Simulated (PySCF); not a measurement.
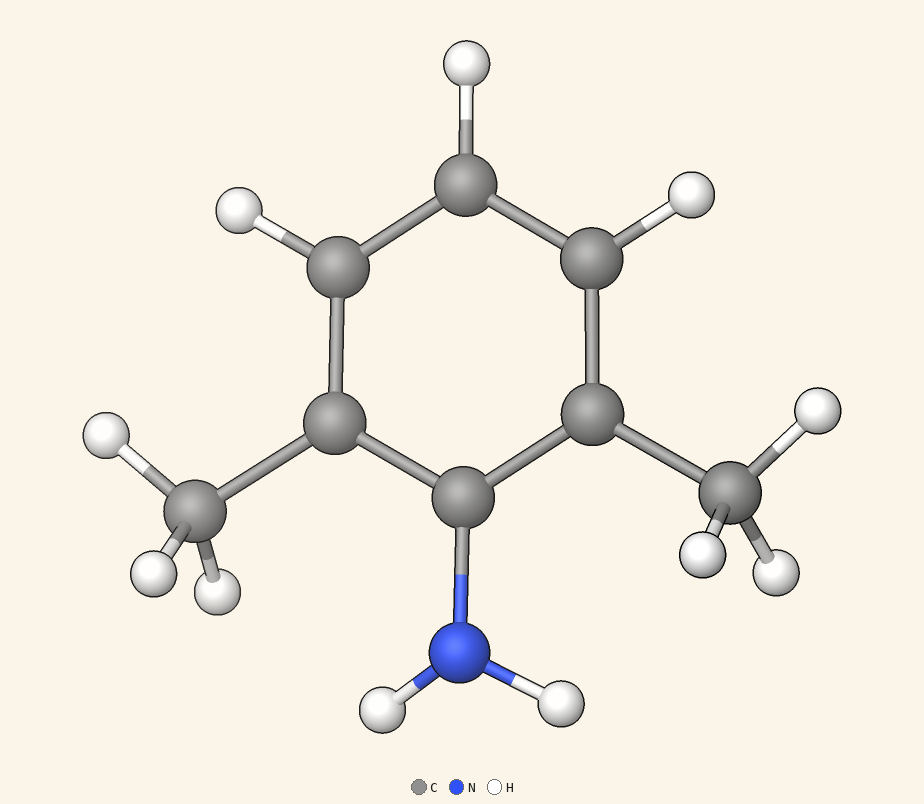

The picture shows a molecular structure as a ball-and-stick model. Every bond is drawn as one stick, whatever its order.

The geometry was computed by an optimisation with GFN2-xTB. No frequency run is at hand to confirm it as a minimum.

Question: What is the molecular formula?

Answer: C₈H₁₁N, 20 atoms: 8 carbon, 11 hydrogen and 1 nitrogen.

Question: Which point group does it belong to?

Answer: Cs.

Question: Count the bonded pairs by element.

Answer: 9 C–H, 8 C–C, 2 N–H, 1 C–N.

Question: Write the SMILES.

Answer: Cc1cccc(C)c1N

Question: Does it have rings?

Answer: Independent rings (smallest set): 1 of 6 members, 1 of them aromatic.

The parts below concern this one geometry. Atoms keep their numbers from picture to picture.

## Dipole moment

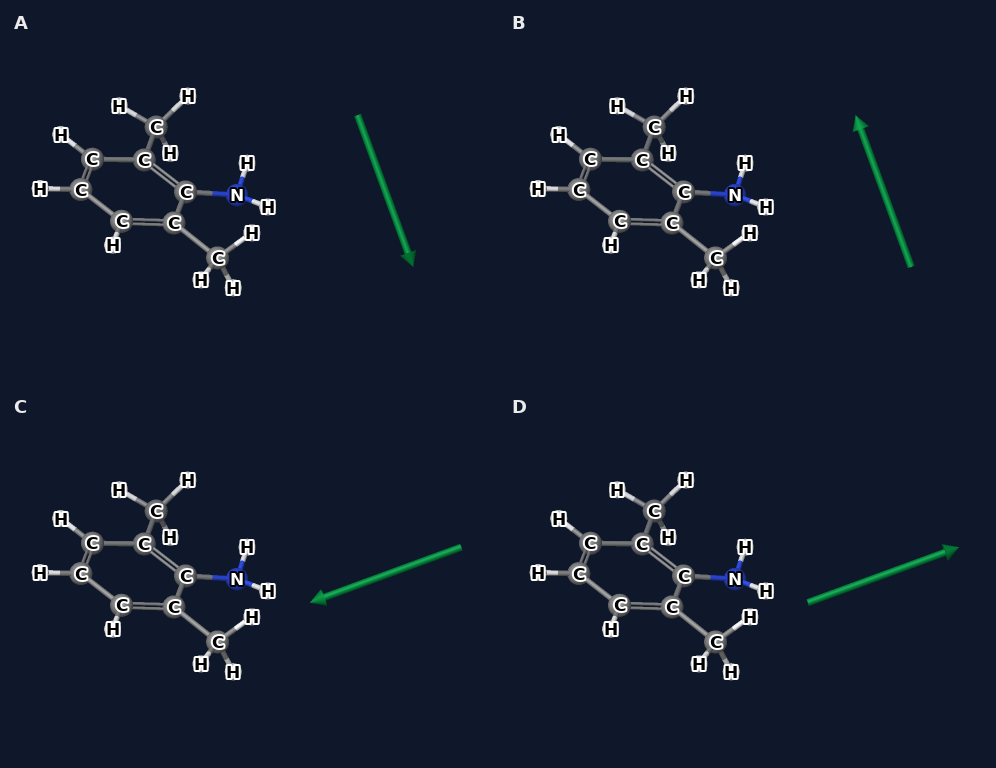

The same molecule four times, each with an arrow. No frequency run is at hand to confirm it as a minimum. Properties computed with PBE0/pcSseg-1, gas phase (PySCF 2.14.0).

Question: Which arrow points along the dipole moment, from the negative to the positive end?

Answer: D. The dipole moment is 1.88 D.

## Ring current

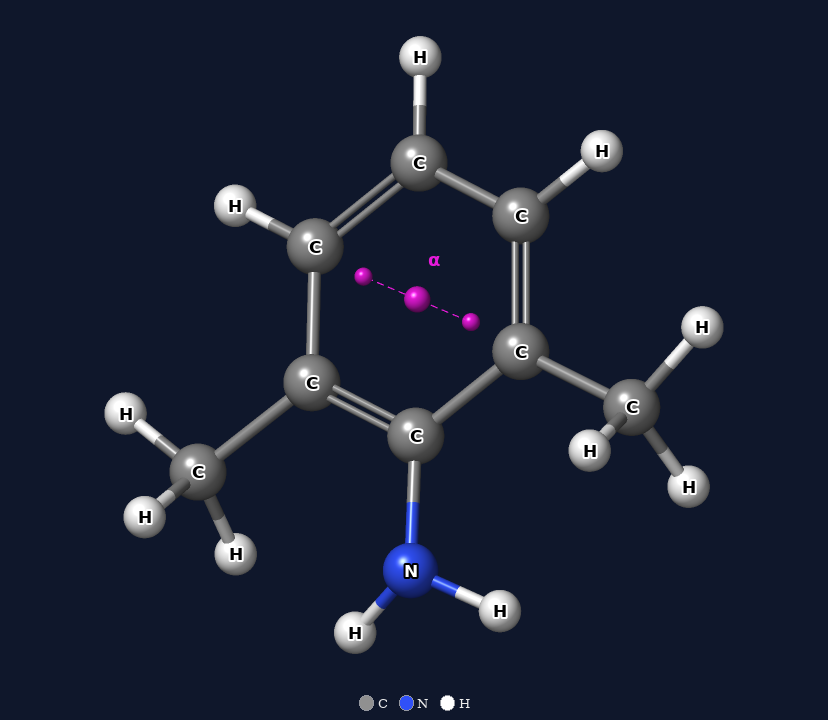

The small points mark where nucleus-independent chemical shifts (NICS) were computed: at the centre of each lettered ring and 1 Å above and below it. No frequency run is at hand to confirm it as a minimum. Properties computed with GIAO PBE0/pcSseg-1 NMR shielding, non-relativistic, gas phase (PySCF 2.14.0).

Give NICS(0), NICS(1) and the out-of-plane component NICS(1)zz for each ring (means of the two sides).

| ring | members | NICS(0) | NICS(1) | NICS(1)zz |
| --- | --- | --- | --- | --- |
| α | C6 | −8.8 | −10.8 | −25.7 |

Values in ppm.

Question: What do the values say about the ring currents?

Answer: Ring α: diatropic, as in an aromatic ring. NICS is one index among several.

## NMR shielding

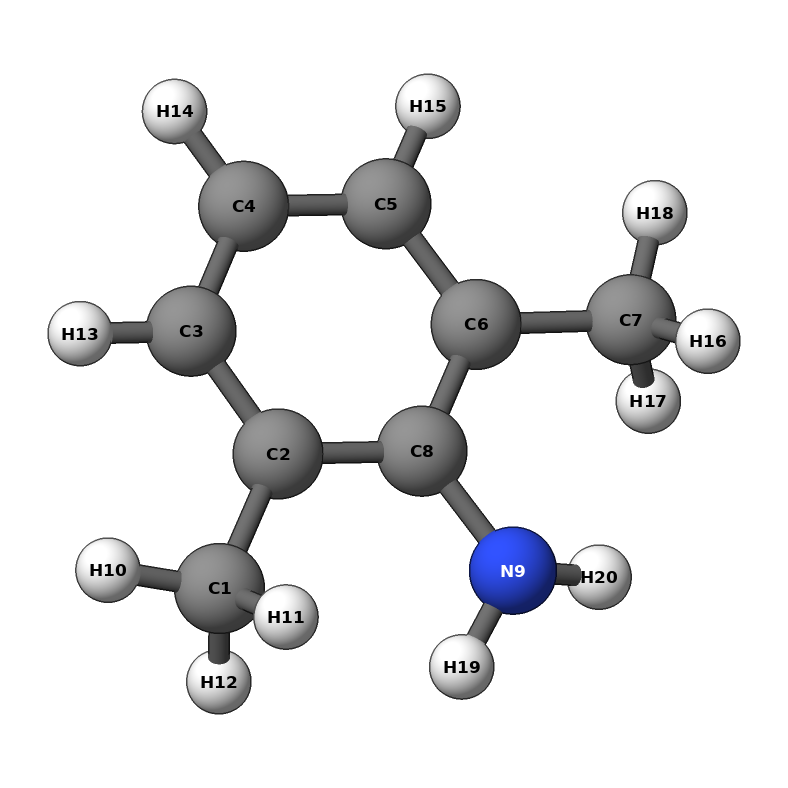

No frequency run is at hand to confirm it as a minimum. Level of theory: GIAO PBE0/pcSseg-1 NMR shielding, non-relativistic, gas phase (PySCF 2.14.0). Principal shieldings σ11 ≤ σ22 ≤ σ33, span Ω = σ33 − σ11, skew κ = 3(σiso − σ22)/Ω.

Give the shielding tensors of the N atoms.

| atom | σ11 | σ22 | σ33 | σiso | Ω | κ |
| --- | --- | --- | --- | --- | --- | --- |
| N9 | 176.5 | 196.2 | 216.7 | 196.4 | 40.2 | 0.02 |

Shieldings and span in ppm.
